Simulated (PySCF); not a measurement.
**C$_{5}$H$_{8}$F$_{2}$Si: density, localisation and related maps**

```yaml
atoms:
  - { symbol: C, position_ang: [3.2644, -0.6672, 0.4377] }
  - { symbol: C, position_ang: [2.0369, 0.0355, 0.1573] }
  - { symbol: C, position_ang: [1.0116, 0.6228, -0.0856] }
  - { symbol: Si, position_ang: [-0.5752, 1.4984, -0.3816] }
  - { symbol: F, position_ang: [-0.8275, 1.6059, -1.9775] }
  - { symbol: C, position_ang: [-2.0359, 0.4212, 0.2531] }
  - { symbol: C, position_ang: [-2.0023, -1.0158, -0.2433] }
  - { symbol: F, position_ang: [-2.0250, 0.4116, 1.6492] }
  - { symbol: H, position_ang: [3.9403, -0.5910, -0.4135] }
  - { symbol: H, position_ang: [3.7448, -0.2346, 1.3148] }
  - { symbol: H, position_ang: [3.0551, -1.7186, 0.6332] }
  - { symbol: H, position_ang: [-0.6192, 2.8622, 0.1166] }
  - { symbol: H, position_ang: [-2.9988, 0.8779, -0.0108] }
  - { symbol: H, position_ang: [-1.0797, -1.4990, 0.0700] }
  - { symbol: H, position_ang: [-2.8436, -1.5787, 0.1569] }
  - { symbol: H, position_ang: [-2.0534, -1.0216, -1.3287] }
```

Geometry: GFN2-xTB.

All numbers below come from PySCF 2.14.0, PBE0/pcSseg-1, SCF density, gas phase, non-relativistic.

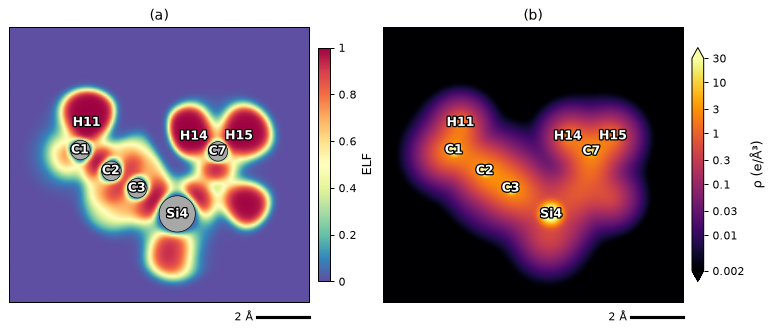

Figure 1. (a) ELF; (b) total electron density on the plane of atoms C2, C1 and H11. Grey discs cover the atomic cores in the ELF map.

**What do the fields say about this system?**

The plane passes through C, Si and H nuclei.
C–C (1.21 Å): ρ is about 2.7 e/Å³ halfway; the ELF peaks at about 0.85 between the atoms; a multiple bond.
C–Si (1.84 Å): the density is about 0.95 e/Å³ at the midpoint; the ELF peaks at about 0.95 between the atoms: a covalent bond.
C–H (1.09 Å): ρ at the midpoint is about 2 e/Å³; the ELF climbs to about 1 towards the hydrogen, as it does in any bond to H: an ordinary covalent bond to hydrogen.

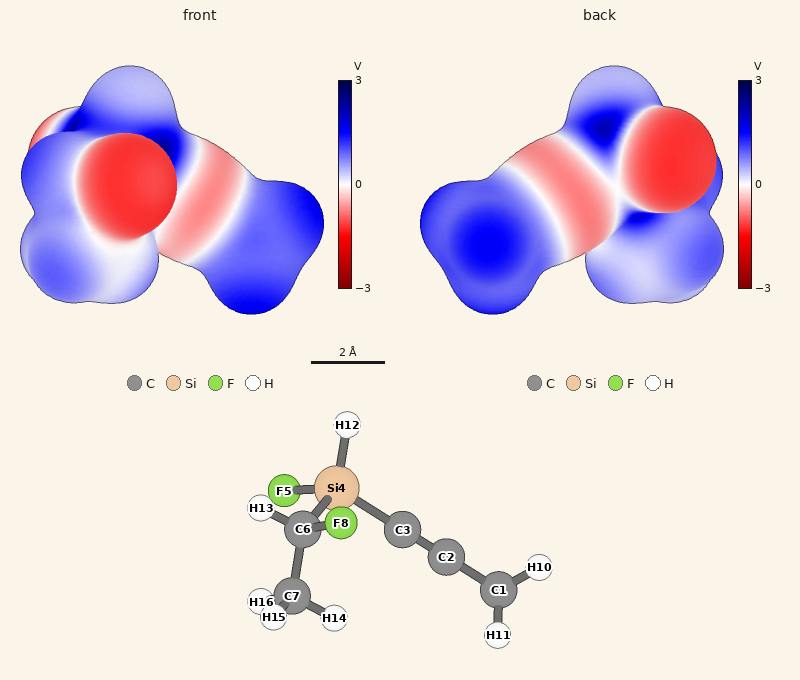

Figure 2. The molecular electrostatic potential painted on the density surface at 0.004 e/bohr³, seen from the front and from behind; the colour scale runs from red (negative) to blue (positive). The bare structure is drawn below in the same view.

**Describe the electrostatic potential map.**

The most negative region (about −1.2 V) lies over F5 and F8, the most positive (about +2.1 V) over Si4.
